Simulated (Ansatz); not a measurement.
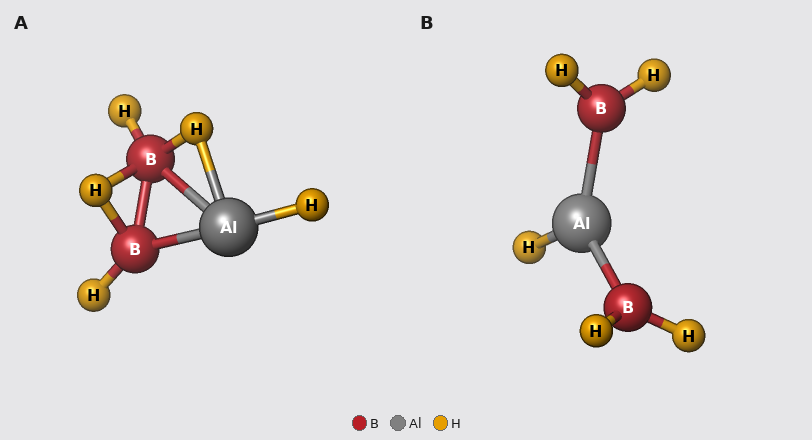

2 stationary structures of one formula. Geometries: PBE-D4/def2-SVP. Electronic energies: PBE-D4/def2-SVP (Ansatz 0.2.0), without zero-point energy. No frequency run is at hand to confirm each as a minimum. Each is one conformer, not always the lowest.

### Which structure is the most stable?

A is lowest (C1); B lies 1.540 eV above it (C2v).
